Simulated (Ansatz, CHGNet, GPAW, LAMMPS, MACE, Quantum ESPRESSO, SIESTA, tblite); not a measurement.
# Amorphous Zn20Hg10Se19S11 (60 atoms) in other programs, against a plane-wave reference

Wanted: errors and costs of other methods on amorphous Zn20Hg10Se19S11 (60 atoms). A plane-wave run serves as the reference.

Program: Ansatz 0.2.0. Level of theory: Kohn-Sham DFT, PBE, PAW, plane waves. Results are calculated unless marked as measured.

**1. Starting point**

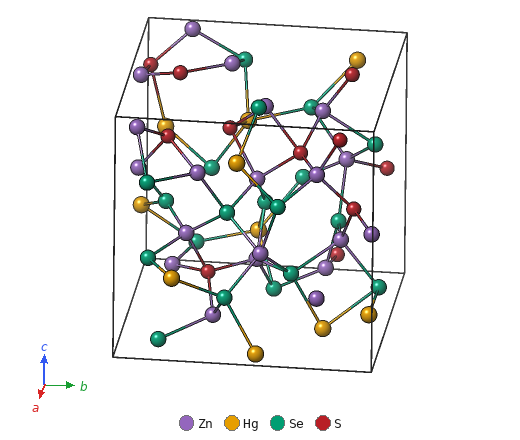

The cell as given, slightly off an axis (zinc purple, mercury orange, selenium teal, sulfur red). Bonds to atoms that aren't drawn are left out.

The cell holds 60 atoms: 20 Zn, 10 Hg, 19 Se and 11 S. Cell: a = 11.236 Å, b = 11.236 Å, c = 11.236 Å, α = 90.0°, β = 90.0°, γ = 90.0°. 60 atoms (20 Zn, 10 Hg, 19 Se, 11 S) placed at random at 6.05 g/cm³, melted at 2500 K for 10 ps at fixed volume with the Stillinger-Weber II-VI potential (Zhou et al., Phys. Rev. B 88, 085309 (2013)). Quenched from 2500 K to 500 K at 100 K/ps and fixed volume, held 5 ps.

**2. The reference run**

The PAW files are the set soft_2.

The input, input.yaml:

```yaml
crystal:
  lattice:
    - [11.2355, 0.0, 0.0]
    - [0.0, 11.2355, 0.0]
    - [0.0, 0.0, 11.2355]
  atoms:
    - { symbol: Zn, position: [0.61462, 0.23049, 0.37253] }
    - { symbol: Zn, position: [0.71612, 0.74561, 0.68839] }
    - { symbol: Zn, position: [0.49185, 0.489, 0.2313] }
    - { symbol: Zn, position: [0.2746, 0.35948, 0.94566] }
    [... 50 atom lines left out ...]
    - { symbol: S, position: [0.77457, 0.8408, 0.86247] }
    - { symbol: S, position: [0.65882, 0.88283, 0.531] }
    - { symbol: S, position: [0.41587, 0.37122, 0.73654] }
    - { symbol: S, position: [0.52758, 0.6584, 0.69614] }
    - { symbol: S, position: [0.05381, 0.93482, 0.45487] }
    - { symbol: S, position: [0.39571, 0.17389, 0.94479] }
kpoints:
  mp_grid: { grid: [1, 1, 1] }
hamiltonian:
  xc: pbe
scf:
  occupations: { method: fermi_dirac, width: 0.05 }
output:
  forces: true
  eigenvalues: true
  populations: true
  stress: true
```

Command:

```console
$ ansatz run input.yaml --threads 4 --pin off --max-ram 8192MiB --backend cpu --events-out ev --progress --plain --runs-dir out
```

The log of the run:

```text
[...]
Pseudopotentials: kind: paw
Pseudopotential: Zn, paw, valence charge 12, recommended cutoff 420 eV (normal), Zn.paw.azcp
Pseudopotential: Hg, paw, valence charge 20, recommended cutoff 420 eV (normal), Hg.paw.azcp
Pseudopotential: Se, paw, valence charge 16, recommended cutoff 420 eV (normal), Se.paw.azcp
Pseudopotential: S, paw, valence charge 6, recommended cutoff 420 eV (normal), S.paw.azcp
[... 5 lines on functional and potentials left out ...]
Crystal: 60 atoms, lattice volume = 1418.330 Å³
Basis set: ecut = 420 eV, 27633 PW (Γ), exchange–correlation on 160×160×160 points (8 copies of the dense FFT grid, shifted against one another)
Bands: 486, of which v1, the nominal top of the filled ones, is band 405 counted from 1 (404 counted from 0)
Symmetry: 1 space group operations
Space group: P1 (ITA 1), of the structure as read, at distance tolerance 1.1e-4 Å
k-points: 1
[... 9 lines on functional and potentials left out ...]
Initial density: superposition of atomic densities (neutral atoms: chi_scale 0, normalization atom), corrected by the library's trained network
Initial wavefunctions: pseudopotential atomic-orbital guess
[...]
SCF iter   1: F=—  HF=-318364.778447 eV  |F-HF|=—  |Δ(HF+E_count)|=         —  Δρ=4.67e-3  dr2=1.24e0  ethr=1.77e-3  ⟨swp⟩=6.0  Hψ=1718  notcnv=0  defer=13
preconditioner: auto → LDOS  [insulator: Δε(μ)=0.205 eV  Ē_g=10.241 eV  σ=0.050 eV  W_gap=0.77  n_scr=364 (ndim 8)  ℏωp=22.9 eV  f_vac=0.088  D(μ)=11.39/eV (n_scr^D=32)  ε∞_Penn≈6.0  β→1.0]
[...]
SCF iter  11: F=—  HF=-318364.653811 eV  |F-HF|=—  |Δ(HF+E_count)|=   9.06e-8  Δρ=2.29e-6  dr2=1.30e-7  ethr=7.59e-11  ⟨swp⟩=2.0  Hψ=661  notcnv=0  defer=66
SCF iter  12: F=-318364.653811 eV  HF=-318364.653811 eV  |F-HF|=2.18e-8  |Δ(HF+E_count)|=   1.54e-8  Δρ=1.05e-6  dr2=2.77e-8  ethr=1.23e-11  ⟨swp⟩=10.0  Hψ=2150  notcnv=0
SCF 1 converged in 12 iterations: F = -318364.653811 eV  dr2 = 2.77e-8
[...]
SCF converged after 12 iterations
Free energy (F): -318364.653811 eV
Harris-Foulkes:  -318364.653811 eV  (|F-HF|=2.18e-8)
Internal energy: -318364.485020 eV  (E = F + TS)
E sigma→0 (E₀):  -318364.569416 eV
Entropy (-TS):   -0.168791 eV (-2.813 meV/atom)
Fermi energy:    7.485785 eV
--- Per-component energies (eV) ---
[...]
Σ components = -318364.653811   (vs F -318364.653811, Δ=0.00e0)
--- Forces (eV/Å), atoms counted from 1 ---
  atom   1  Zn     0.05640873    -0.42516905     0.28884561
  atom   2  Zn    -0.27908622     0.14487561    -0.57382197
  atom   3  Zn    -0.09308959     0.69244505     1.10711404
  atom   4  Zn     0.52964679    -0.42989195    -0.17478821
[...]
atom  60  S     -0.05231905     1.00993905     0.66630278
  max |Σ_I F_I| component: 3.09e-5 eV/Å
--- Stress (GPa, compression-positive) ---
        0.440019       0.617719      -0.261192
        0.617719       0.937665      -0.715364
       -0.261192      -0.715364       0.480385
  P = ⅓ Tr σ = 0.6194 GPa (6.194 kbar)
--- Band table (eV) ---
  k-point 0: bands = ["-107.5280", "-107.4554", "-107.1781", "-107.1387", [... 470 levels ...], "13.7042", "13.7350", "13.7404", "13.8334", "13.9407", "14.0197", "14.0399", "14.0822", "14.1677", "14.2049", "14.2292", "14.3435"]
--- Löwdin populations: 60 sites ---
  site symbol       q [e]
     0     Zn     10.7542
     1     Zn     10.7543
     2     Zn     10.7526
[...]
59      S      6.8369
  spilling = 0.007632 (of n_electrons = 810.000000)
```

It took 32 s on 4 threads of Arm Neoverse V1, shared host; peak memory 2.2 GiB; 2 min of CPU time.

Numbers from this run:

```
free energy                             : -318364.6538 eV
free energy per atom                    : -5306.0776 eV/atom
SCF cycles                              : 12
pressure                                : 0.6194 GPa
r.m.s. force component                  : 0.5476 eV/Å
longest force                           : 2.387 eV/Å
Fermi energy                            : 7.486 eV
levels partly filled by over 2 per cent : 5
spilling of the projection              : 0.007632
```

Neighbours are counted within 2.93 Å (Zn-Se), 2.77 Å (Zn-S), 3.35 Å (Se-Hg), 3.15 Å (S-Hg).

Length of the force by element and coordination:

```tsv
element	coordination	atoms	mean length of the force (eV/Å)	spread	least	most
Hg	all	10	0.846	0.231	0.452	1.20
Hg	3	2	0.932	0.150	0.782	1.08
Hg	4	5	0.793	0.300	0.452	1.20
Hg	5	3	0.879	0.0346	0.830	0.907
S	all	11	0.899	0.310	0.473	1.37
S	3	3	0.991	0.220	0.691	1.21
S	4	7	0.793	0.291	0.473	1.16
S	5	1	1.37	0	1.37	1.37
Se	all	19	0.918	0.383	0.363	1.85
Se	3	5	1.00	0.241	0.656	1.21
Se	4	8	0.944	0.424	0.363	1.85
Se	5	6	0.814	0.399	0.424	1.41
Zn	all	20	0.831	0.430	0.438	2.39
Zn	3	3	1.18	0.863	0.438	2.39
Zn	4	16	0.782	0.251	0.443	1.31
Zn	5	1	0.575	0	0.575	0.575
```

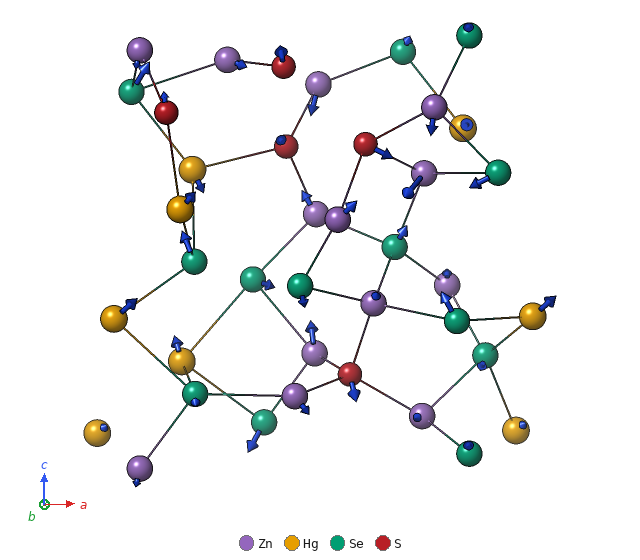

Forces as arrows; the longest in the cell is 2.39 eV/Å. Drawn is a slice 6 Å thick, seen along the normal of the ac plane. Bonds to atoms that aren't drawn are left out.

The levels nearest the highest filled one (over half full), pooled over k-points and spins:

```tsv
level less the highest filled one (eV)	occupation
-0.367	2
-0.254	2.00
-0.177	1.99
-0.0728	1.90
-0.0557	1.87
0	1.64
0.126	0.538
0.245	0.066
0.538	0
0.638	0
1.07	0
1.17	0
```

**3. The ladder**

The programs:
- CHGNet: machine-learned potential, published weights.
- GPAW 26.7.0: PAW with atomic orbitals (LCAO), plane waves or a real-space grid of spacing h.
- MACE: machine-learned potential, published weights.
- Quantum ESPRESSO 7.5: plane waves; labels (QE) give functional, pseudopotential set and cutoffs of waves/density.
- SIESTA 5.4.2: numerical atomic orbitals, whose automatically made sets are far from complete, with PseudoDojo norm-conserving potentials that we converted to its format (checked against plane waves on the same files for H, C, O, Si, Ge and Ca alone); labels give functional, basis size, energy shift and mesh cutoff.
- tblite 0.8.0: extended tight binding, driven from Python.

All use the same cell and atoms; the electronic-structure runs use the same k-mesh, and an electronic temperature of 580 K (0.05 eV) where levels are smeared.

Differences are against the plane-wave reference, forces as r.m.s. over components; share is that over the reference's r.m.s. force, slope the least-squares factor from reference forces to these. Total energies of different programs have different zeros and aren't compared.

```tsv
run	Δ force, r.m.s. (meV/Å)	share (%)	slope	Δ pressure (GPa)	cores	CPU time	memory (GiB)
reference	-	-	-	-	4	2 min	2.2
CHGNet 0.3.0 potential	215	39.3	0.758	-0.566	1	3.5 s	0.58
CHGNet r2SCAN potential	295	53.8	0.550	-2.58	1	3.5 s	0.58
GPAW PBE, LCAO dzp, h 0.16 Å	52.2	9.53	1.042	-	1	7.7 min	3.0
GPAW PBE, LCAO dzp, h 0.2 Å	54.3	9.92	1.038	-	1	4.2 min	1.6
GPAW PBE, LCAO dzp, h 0.2 Å, other mixer settings	54.0	9.86	1.038	-	1	4.9 min	1.4
GPAW PBE, LCAO sz(dzp), h 0.2 Å (coarse)	203	37.0	1.084	-	1	1.7 min	1.3
GPAW PBE, grid h 0.24 Å (coarse)	23.9	4.36	1.017	-	4	53 min	2.7
MACE MPA-0 medium potential	131	23.9	0.931	0.126	1	8.2 s	0.76
QE PBE, sssp-1.3.0-efficiency, 45/360 Ry	7.52	1.37	0.996	-0.340	4	22 min	3.4
SIESTA PBE, DZP, shift 0.01 Ry, mesh 150 Ry (coarse)	178	32.6	1.071	-1.73	1	84 s	0.48
SIESTA PBE, DZP, shift 0.01 Ry, mesh 500 Ry	179	32.7	1.073	-1.99	2	4.9 min	1.7
SIESTA PBE, SZ, shift 0.01 Ry, mesh 500 Ry (coarse)	1437	262	1.517	-5.47	1	3.7 min	0.91
SIESTA PBE, SZ, shift 0.02 Ry, mesh 500 Ry (coarse)	1520	278	1.576	-10.6	1	3.3 min	0.83
SIESTA PBE, SZP, shift 0.01 Ry, mesh 500 Ry (coarse)	664	121	0.997	-10.7	1	4 min	1.3
tblite GFN1-xTB	332	60.6	0.732	0.591	1	3.2 s	0.12
```

Rows marked coarse were listed beforehand as settings not expected to be converged; some can still land near the reference.

Times of the machine-learned potentials are mostly Python's start and the loading of weights.

CPU time is summed over cores on a shared host, where runs went side by side, so it is rough. Symmetry, cutoffs, thresholds, outputs and thread counts weren't matched or tuned between programs; memory under MPI is the largest rank's times the ranks.

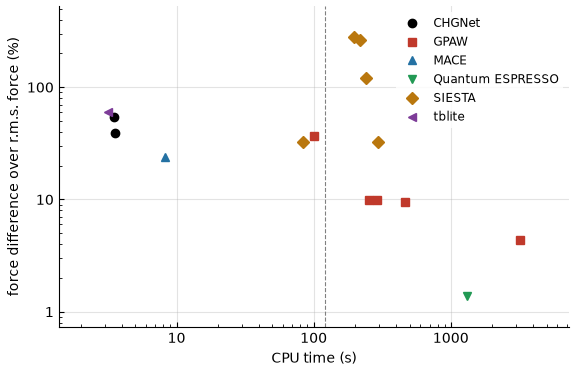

Force difference against CPU time; the dashed line marks the reference's time.

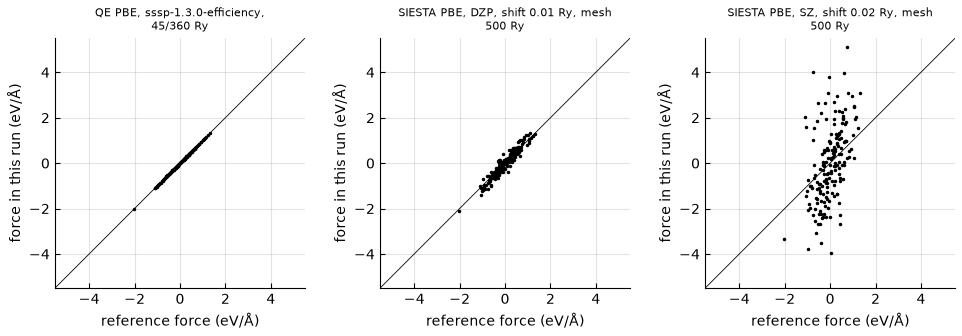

Force components against those of the reference; the line marks equality. Points beyond the frame are left out.

Within one program, basis, potentials and functional, energies share a zero. Each run against its twin at the usual cutoff or grid and solver:

```tsv
run	twin	Δ energy (meV/atom)	Δ force, r.m.s. (meV/Å)	CPU time over the twin's
GPAW PBE, LCAO dzp, h 0.16 Å	LCAO dzp, h 0.2 Å	-20.0	23.2	1.8
GPAW PBE, LCAO dzp, h 0.2 Å, other mixer settings	LCAO dzp, h 0.2 Å	1.0e-4	2.91	1.2
SIESTA PBE, DZP, shift 0.01 Ry, mesh 150 Ry	DZP, shift 0.01 Ry, mesh 500 Ry	-21.7	19.8	0.29 (this twin ran on 2 cores)
```

**4. What came out**

```yaml
reference_r_m_s_force_component: 0.548 eV/Å
nearest_in_forces: QE PBE, sssp-1.3.0-efficiency, 45/360 Ry, 1.4 %
farthest_in_forces: SIESTA PBE, SZ, shift 0.02 Ry, mesh 500 Ry (coarse), 278 %
cheapest_electronic_structure_run_beside_the_reference: tblite GFN1-xTB, 3.2 s of CPU time
```

PBE on plane waves or a grid with other potentials, cutoffs or grids, coarse settings apart, differs from the reference by 1.4 % (QE PBE, sssp-1.3.0-efficiency, 45/360 Ry) of the r.m.s. force; this holds the reference's own error, so differences of a few per cent don't tell which side is nearer the exact PBE result (QE's 45 Ry are 612 eV, against the reference's 420 eV). The PBE runs in local orbitals, coarse settings apart, differ by 9.5 % (GPAW PBE, LCAO dzp, h 0.16 Å) to 33 % (SIESTA PBE, DZP, shift 0.01 Ry, mesh 500 Ry); basis, grid and potentials can all enter. Tight binding differs by 61 % (tblite GFN1-xTB); it is another model, with fitted parameters of its own, and the xTB methods hold dispersion. Machine-learned potentials differ by 24 % (MACE MPA-0 medium potential) to 54 % (CHGNet r2SCAN potential); they were trained on other programs' data, some at another functional. Among those trained on PBE data the slope goes as low as 0.76, which softening far from their training structures can give, though the reference's k-sampling is untested too. Runs with settings chosen to be coarse differ by 4.4 % (GPAW PBE, grid h 0.24 Å) to 278 % (SIESTA PBE, SZ, shift 0.02 Ry, mesh 500 Ry), their programs' other errors included. One electronic-structure run takes under half the reference's CPU time: tblite GFN1-xTB, at 61 % in 3.2 s against 2 min, too far off to be of use. In pressure, SIESTA PBE, SZP, shift 0.01 Ry, mesh 500 Ry misses by -10.7 GPa, at the same functional. In the reference: counting bands leaves a spacing of only 0.13 eV (at Γ alone), which the smearing bridges: 5 levels are partly filled by over 2 %, so a gap, if any, is small at this level. Periodic xTB results under one method name differ between programs and library versions. The potentials hold different valence shells: 810 electrons in the reference, 600 in GPAW, 780 in Quantum ESPRESSO with SSSP and 970 in SIESTA; this bears on time and differences. Machine-learned potentials mimic data converged in k, so the reference's own k-point error enters their differences. The quench rate of 100 K/ps is many orders above laboratory rates, so the cell is likely richer in defects and strain than a real sample. The network of bonds at the start is that of the classical potential that made the cell, and needn't be the one that DFT or experiment would give. The electronic-structure runs sample only Γ, in a cell whose shortest periodic width is 11 Å, which is coarse for a cell with partly filled levels. Spin–orbit coupling is left out, which matters for the levels of the heavy elements.

[Also dropped from logs without a mark: logging warnings of Python, and SIESTA's first energy breakdown and zero terms.]

[Logs are printed without paths, hosts, clocks, repeated set-up lines and the standing remarks that a program may print on its own settings, such as how far it seeks lower states.]

[Hosts, paths, dates, database ids (printed as entryN), source tags and the programs' standing remarks are cut or masked in the printed files.]
